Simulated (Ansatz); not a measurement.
# Si (space group Ia-3), frozen-phonon scan

Si (space group Ia-3)

```yaml
crystal:
  lattice:
    - [-6.56775, 6.56775, 6.56775]
    - [0.00000, 0.00000, 6.56775]
    - [0.00000, 6.56775, 0.00000]
  atoms:
    - { symbol: Si, position: [0.89779, 0.20442, 0.20442] }
    - { symbol: Si, position: [0.39779, 0.20442, 0.20442] }
    - { symbol: Si, position: [0.10221, 0.00000, 0.29558] }
    - { symbol: Si, position: [0.60221, 0.00000, 0.29558] }
    - { symbol: Si, position: [0.89779, 0.50000, 0.00000] }
    - { symbol: Si, position: [0.39779, 0.50000, 0.00000] }
    - { symbol: Si, position: [0.60221, 0.29558, 0.50000] }
    - { symbol: Si, position: [0.10221, 0.29558, 0.50000] }
    - { symbol: Si, position: [0.60221, 0.79558, 0.79558] }
    - { symbol: Si, position: [0.10221, 0.79558, 0.79558] }
    - { symbol: Si, position: [0.89779, 0.00000, 0.70442] }
    - { symbol: Si, position: [0.39779, 0.00000, 0.70442] }
    - { symbol: Si, position: [0.10221, 0.50000, 0.00000] }
    - { symbol: Si, position: [0.60221, 0.50000, 0.00000] }
    - { symbol: Si, position: [0.39779, 0.70442, 0.50000] }
    - { symbol: Si, position: [0.89779, 0.70442, 0.50000] }
```

The atoms are displaced by Q × the pattern below (from a DFPT mode at H = (0.5, 0.5, 0.5), largest move 1; Q in Å), at fixed cell. It is one choice among 2 degenerate patterns. (q is in reciprocal vectors of the primitive cell; the cell shown is doubled to hold the pattern.)

```tsv
atom	x	y	z
Si1	-0.285	-0.520	0.805
Si2	0.285	0.520	-0.805
Si3	-0.285	-0.520	-0.805
Si4	0.285	0.520	0.805
Si5	0.285	-0.520	0.805
Si6	-0.285	0.520	-0.805
Si7	-0.285	0.520	0.805
Si8	0.285	-0.520	-0.805
Si9	0.285	0.520	-0.805
Si10	-0.285	-0.520	0.805
Si11	-0.285	-0.520	-0.805
Si12	0.285	0.520	0.805
Si13	0.285	-0.520	0.805
Si14	-0.285	0.520	-0.805
Si15	-0.285	0.520	0.805
Si16	0.285	-0.520	-0.805
```

Calculation: LDA (plane waves to 420 eV, PAW, scalar-relativistic; Ansatz, a first-principles code). k mesh 10×10×10 (Γ-centred), Fermi-Dirac smearing 0.05 eV. E stands for the smeared free energy. Compression counts positive. With partly filled bands, energies and forces of such displacements shift with the k mesh and the smearing. Si was relaxed with its symmetry unable to fall. This is one of several known forms of Si; the measured ambient cells at hand have space group No. 227. ΔE is measured from the undisplaced structure.

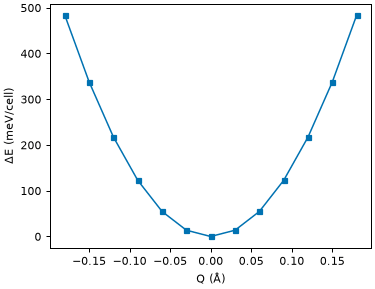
*ΔE (meV/cell) against Q (Å); one marker a computed point.*

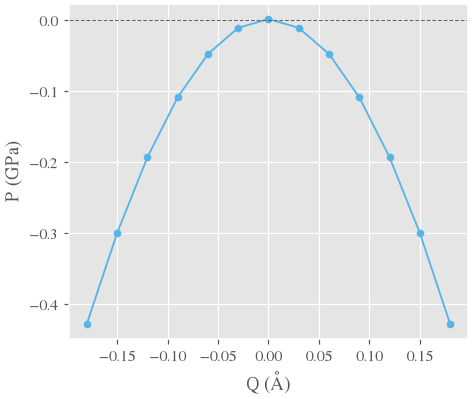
*P (GPa) against Q (Å); one marker a computed point.*

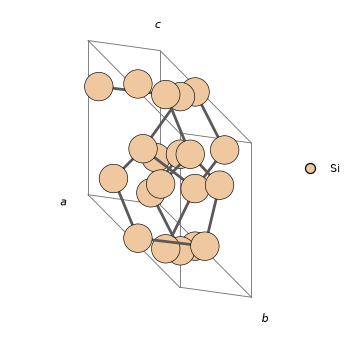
Figure: The cell of the calculation at Q = -0.180 Å.

The energy at Q = 0.180 Å is 484 meV/cell. Symmetry of the curve: even: the same for both signs. Shape of the curve: a single well with its minimum at or next to zero displacement. Space group of the distorted cell: Pbca (No. 61), lowered from Ia-3. Harmonic wavenumber from the curvature (finite differences): 136 cm⁻¹.

E″ = 30.44 eV/Å², M = Σ mᵢ|uᵢ|² = 449.4 u, ν̃ = 521.5·√(|E″|/M).

(A displaced cell: forces are minus the slopes of the energy, force constants its curvatures, and phonons follow from these.)
